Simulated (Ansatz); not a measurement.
## Amorphous Si2O: valence band and core levels

Aim: make a small model of amorphous Si2O and see how disorder spreads its core levels and valence spectrum.

Method: DFT, PBE, plane-wave PAW, scalar-relativistic; PAW set soft_1, in Ansatz 0.2.0.

## (1) The structure

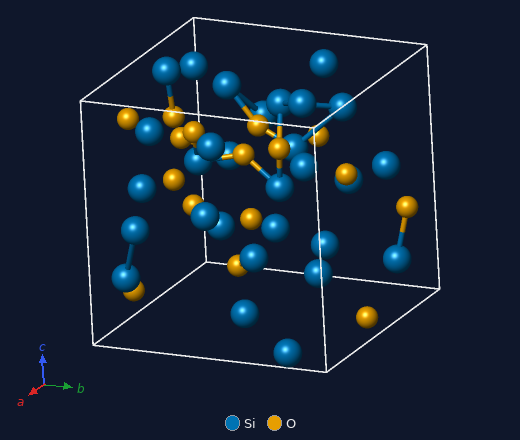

Start, viewed slightly off an axis; silicon blue, oxygen orange. Bonds to atoms that aren't drawn are left out. Some periodic images of atoms are drawn too.

The cell holds 42 atoms: 28 Si and 14 O. Cell: a = 9.136 Å, b = 9.136 Å, c = 9.136 Å, α = 90.0°, β = 90.0°, γ = 90.0°. How the cell was made: glass; density 2.2 g/cm³; hottest run set to 3200 K; random start, relaxed, three short dynamics runs, relaxed.

## (2) Relaxation

Random starting positions are first pushed apart, with loose settings.

Contents of input.yaml:

```yaml
crystal:
  lattice:
    - [9.1363297067, 0.0, 0.0]
    - [0.0, 9.1363297067, 0.0]
    - [0.0, 0.0, 9.1363297067]
  atoms:
    - { symbol: Si, position: [0.5381643515, 0.3432708698, 0.3690672398] }
    - { symbol: Si, position: [0.3744967656, 0.9874449902, 0.6327562726] }
    - { symbol: Si, position: [0.6743239305, 0.3299634554, 0.6799176612] }
    - { symbol: Si, position: [0.1229723749, 0.051729232, 0.8501913468] }
    - { symbol: Si, position: [0.7852109593, 0.048083487, 0.2074392662] }
    - { symbol: Si, position: [0.1222823988, 0.1863363187, 0.4972679127] }
    - { symbol: Si, position: [0.7594665768, 0.5398572043, 0.1068800786] }
    - { symbol: Si, position: [0.8661860785, 0.1396589096, 0.4396577575] }
    - { symbol: Si, position: [0.8869644908, 0.4541357016, 0.5392471125] }
    - { symbol: Si, position: [0.9704891521, 0.2759831364, 0.8947901879] }
    - { symbol: Si, position: [0.3618555214, 0.3120410174, 0.8812891944] }
    - { symbol: Si, position: [0.692619621, 0.799769674, 0.9736249402] }
    - { symbol: Si, position: [0.6312633535, 0.6540000793, 0.5922215684] }
    - { symbol: Si, position: [0.9092304262, 0.7674444127, 0.5336816651] }
    - { symbol: Si, position: [0.3136245277, 0.7813993248, 0.8275204226] }
    - { symbol: Si, position: [0.993796309, 0.8349731186, 0.059263361] }
    - { symbol: Si, position: [0.2629831049, 0.9573361407, 0.2082181025] }
    - { symbol: Si, position: [0.1858680967, 0.300574467, 0.1128111036] }
    - { symbol: Si, position: [0.1180704, 0.5764275422, 0.1735773013] }
    - { symbol: Si, position: [0.9959721602, 0.5497892801, 0.8717219346] }
    - { symbol: Si, position: [0.8721044824, 0.8852744206, 0.7840334477] }
    - { symbol: Si, position: [0.5584815295, 0.7641263582, 0.2278907228] }
    - { symbol: Si, position: [0.5224987582, 0.620571431, 0.8968786779] }
    - { symbol: Si, position: [0.1834717959, 0.7263611843, 0.4804130699] }
    - { symbol: Si, position: [0.5650948396, 0.1576512319, 0.991567001] }
    - { symbol: Si, position: [0.1772278738, 0.3687763359, 0.7032966032] }
    - { symbol: Si, position: [0.6142680629, 0.0508323907, 0.5155355364] }
    - { symbol: Si, position: [0.346549719, 0.5793088767, 0.6494391724] }
    - { symbol: O, position: [0.078292313, 0.5506164191, 0.6042520828] }
    - { symbol: O, position: [0.0839996124, 0.1795543712, 0.0334044191] }
    - { symbol: O, position: [0.2216820804, 0.0318958145, 0.5868940968] }
    - { symbol: O, position: [0.8160947175, 0.1080219053, 0.8756755217] }
    - { symbol: O, position: [0.2403994147, 0.0005807642, 0.4183958948] }
    - { symbol: O, position: [0.3008196212, 0.3557845645, 0.3182157357] }
    - { symbol: O, position: [0.7804222412, 0.3707106303, 0.8387663828] }
    - { symbol: O, position: [0.6755167866, 0.6821921528, 0.7693038214] }
    - { symbol: O, position: [0.6361124619, 0.0036341032, 0.1016182778] }
    - { symbol: O, position: [0.4443717562, 0.1835842501, 0.4031862984] }
    - { symbol: O, position: [0.3495613808, 0.4311078682, 0.7253692944] }
    - { symbol: O, position: [0.6686669301, 0.9630253846, 0.6937746558] }
    - { symbol: O, position: [0.5128368702, 0.1520218222, 0.7857941602] }
    - { symbol: O, position: [0.6320584839, 0.5053204698, 0.7109522832] }
kpoints:
  mp_grid: { grid: [1, 1, 1] }
scf:
  occupations: { method: fermi_dirac, width: 0.1 }
  n_extra_bands: 27
hamiltonian:
  xc: pbe
  pseudopotentials: { kind: paw, azcp: { folder: soft_1 } }
output:
  forces: true
basis:
  ecutwfc: 320
relax:
  f_tol: 0.2
  max_steps: 25
```

On the command line:

```
$ ansatz run input.yaml --threads 8 --pin off --max-ram 23552MiB --backend cpu --events-out ev --progress --plain --runs-dir out
```

Numbers of over 12 decimals in the logs are rounded to 6 here.

What it wrote:

```text
Warning: basis.ecutwfc = 320 eV is below the records' recommended 420 eV, and the density's cutoff is lower with it unless basis.ecutrho_ratio is high enough to keep the records' density cutoff: compare with a run at a higher cutoff
scf.n_extra_bands = 27 over 98 filled bands (N_el = 196.0): the run solves 125 bands
Engine: ansatz 0.2.0, aarch64-unknown-linux-gnu
Pseudopotentials: kind: paw
Pseudopotential: Si, paw, valence charge 4, recommended cutoff 420 eV (normal), soft_1/Si.paw.azcp
Pseudopotential: O, paw, valence charge 6, recommended cutoff 420 eV (normal), soft_1/O.paw.azcp
Functional definition: PBE
  parameter kappa = 0.804
  parameter beta = 0.066725
  exchange = pbe_x(kappa = kappa, mu = beta*pi^2/3)
  correlation = pbe_c(beta = beta)
Crystal: 42 atoms, lattice volume = 762.632 Å³
Basis set: ecut = 320 eV, 9843 PW (Γ), exchange–correlation on 108×108×108 points (8 copies of the dense FFT grid, shifted against one another)
Bands: 125, of which v1, the nominal top of the filled ones, is band 98 counted from 1 (97 counted from 0)
Symmetry: 1 space group operations
Space group: P1 (ITA 1), of the structure as read, at distance tolerance 9.1e-5 Å
k-points: 1
Non-local potential: Si, projectors of the file, l = 0: 2, l = 1: 2, l = 2: 1
Non-local potential: O, projectors of the file, l = 0: 2, l = 1: 2, l = 2: 1
PAW form: soft (Blöchl's): semilocal exchange-correlation on the pseudo side does not see the compensation charge
PAW one-centre angular grid: Si, 110 points (default); XC on 64 Gauss nodes
PAW one-centre angular grid: O, 110 points (default); XC on 64 Gauss nodes
Initial density: superposition of atomic densities (chi_scale 0.1, normalization cell, long waves 50 % of neutral atoms (reshape's long-wave potential 1.50 eV rms, cloud 1.77 Å wide))
Initial wavefunctions: pseudopotential atomic-orbital guess
Functional: x = pbe(κ = 0.804, μ = 0.219515), c = pbe(β = 0.066725)
SCF iter   1: F=—  HF=-25716.180686 eV  |F-HF|=—  |Δ(HF+E_count)|=         —  Δρ=8.39e-2  dr2=1.59e2  ethr=3.10e-3  ⟨swp⟩=8.0  Hψ=614  notcnv=0
preconditioner: auto → Kerker (q_TF=auto, 2.175 Å⁻¹)  [metal: Δε(μ)=0.158 eV  Ē_g=7.099 eV  σ=0.100 eV  W_gap=0.37  n_scr=146 (ndim 8)  ℏωp=18.1 eV  f_vac=0.000  D(μ)=20.38/eV (n_scr^D=146)]
SCF iter   2: F=—  HF=-25704.915327 eV  |F-HF|=—  |Δ(HF+E_count)|=    1.13e1  Δρ=3.84e-2  dr2=4.72e1  ethr=3.10e-3  ⟨swp⟩=3.0  Hψ=285  notcnv=0
SCF iter   3: F=—  HF=-25699.652581 eV  |F-HF|=—  |Δ(HF+E_count)|=    5.26e0  Δρ=1.57e-2  dr2=4.29e0  ethr=3.10e-3  ⟨swp⟩=6.0  Hψ=409  notcnv=0
SCF iter   4: F=—  HF=-25699.168701 eV  |F-HF|=—  |Δ(HF+E_count)|=   4.84e-1  Δρ=6.20e-3  dr2=7.95e-1  ethr=2.19e-3  ⟨swp⟩=3.0  Hψ=168  notcnv=0
SCF iter   5: F=—  HF=-25699.097577 eV  |F-HF|=—  |Δ(HF+E_count)|=   7.11e-2  Δρ=2.78e-3  dr2=1.25e-1  ethr=4.06e-4  ⟨swp⟩=3.0  Hψ=207  notcnv=0
[...]
relax step   2: F+E_penalty+E_count = -25709.59544123 eV  Δ(F+E_penalty+E_count) = -1.050e1 eV  max|allowed force component| = 9.317e0 eV/Å  Δτ_max = 0.1948 Å  (7 SCF iters, dr2 threshold 1.00e-4 eV, accepted)
relax step   5: F+E_penalty+E_count = -25725.92428174 eV  Δ(F+E_penalty+E_count) = -3.130e0 eV  max|allowed force component| = 1.817e0 eV/Å  Δτ_max = 0.1941 Å  (8 SCF iters, dr2 threshold 1.00e-4 eV, accepted)
relax step  10: F+E_penalty+E_count = -25735.84160866 eV  Δ(F+E_penalty+E_count) = -1.074e0 eV  max|allowed force component| = 1.097e0 eV/Å  Δτ_max = 0.1954 Å  (6 SCF iters, dr2 threshold 1.00e-4 eV, accepted)
relax step  15: F+E_penalty+E_count = -25740.46840978 eV  Δ(F+E_penalty+E_count) = -7.507e-1 eV  max|allowed force component| = 5.990e-1 eV/Å  Δτ_max = 0.1983 Å  (6 SCF iters, dr2 threshold 1.00e-4 eV, accepted)
relax step  20: F+E_penalty+E_count = -25742.88061907 eV  Δ(F+E_penalty+E_count) = -4.132e-1 eV  max|allowed force component| = 4.252e-1 eV/Å  Δτ_max = 0.1991 Å  (6 SCF iters, dr2 threshold 1.00e-4 eV, accepted)
relax step  25: F+E_penalty+E_count = -25743.99449250 eV  Δ(F+E_penalty+E_count) = -2.361e-1 eV  max|allowed force component| = 3.952e-1 eV/Å  Δτ_max = 0.1954 Å  (10 SCF iters, accepted)
Step failed. What follows is not a result of the run: it is the report of the last solve that finished, which converged after 10 SCF iterations.
Free energy (F): -25743.994493 eV
Harris-Foulkes:  -25743.994492 eV  (|F-HF|=1.22e-8)
Internal energy: -25743.946524 eV  (E = F + TS)
E sigma→0 (E₀):  -25743.970508 eV
Entropy (-TS):   -0.047968 eV (-1.142 meV/atom)
Fermi energy:    5.179870 eV
--- Per-component energies (eV) ---
  E_band       = -489.860740
  E_kinetic    = 3528.489363
  E_local      = -9794.886809  (includes V_loc(G=0)·N_el)
  E_nonlocal   = 1329.835698
  E_hartree    = 3847.409609
  E_xc         = -2577.863874
  E_vxc        = -2607.865703  (∫ρ·V_xc dr)
  E_paw        = -16589.023789  (= ΣΔE_a)
  E_vpaw       = -640.288312  (= ΣTr[D̂ρ^β])
  E_aug_tail   = 0.033727  (compensation charges beyond the density's cutoff)
  E_ewald      = -5487.940449
  E_smearing   = -0.047968  (= −TS)
  E_closure    = -0.000000  (closes the sum)
  Σ components = -25743.994493   (vs F -25743.994493, Δ=0.00e0)
--- Forces (eV/Å), atoms counted from 1 ---
  atom   1  Si    -0.03447731    -0.00119024     0.16666361
  atom   2  Si     0.05603445    -0.04388021     0.15509095
  atom   3  Si     0.00309737     0.02859389     0.12034229
  atom   4  Si    -0.07914930    -0.03124905     0.01324564
  atom   5  Si    -0.24717808     0.02262565    -0.08376216
  atom   6  Si    -0.22373006    -0.13797670    -0.01009078
  atom   7  Si     0.01290737     0.07121864    -0.03467977
  atom   8  Si     0.04382049     0.05893710     0.02586955
[...]
atom  39  O      0.08483617     0.02206257     0.01332636
  atom  40  O     -0.06304488     0.10883400    -0.03057647
  atom  41  O     -0.00240962    -0.06974998     0.17384414
  atom  42  O     -0.04637379     0.03024239    -0.07660529
  max |Σ_I F_I| component: 1.66e-4 eV/Å
End of that report.
Error: geometry relaxation did not converge after 25 steps: max|allowed force component| = 3.95e-1 eV/Å (threshold 2.0e-1). Raise `relax.max_steps` over both its present limit and 25, loosen `relax.f_tol`, or start from a geometry closer to equilibrium. Where this run's directory can be resumed (`checkpoint.write`), a resume goes on for up to `relax.max_steps` more
```

Wall time 19 s (8 threads of Arm Neoverse V2, shared host); peak memory 0.52 GiB.

The run stopped before the relaxation met all its tests.

The program's message: “Error: geometry relaxation did not converge after 25 steps: max|allowed force component| = 3.95e-1 eV/Å (threshold 2.0e-1). Raise `relax.max_steps` over both its present limit and 25, loosen `relax.f_ …”

[end of part 1 of 8]

[Logs are printed without paths, hosts, clocks, repeated set-up lines and the standing remarks that a program may print on its own settings, such as how far it seeks lower states.]

[Hosts, paths, dates, database ids (printed as entryN), source tags and the programs' standing remarks are cut or masked in the printed files.]

[Maps of the electrostatic potential energy from Ansatz leave out the sawtooth potential of an applied field or a dipole correction, so their vacuum need not be flat; work functions include it.]
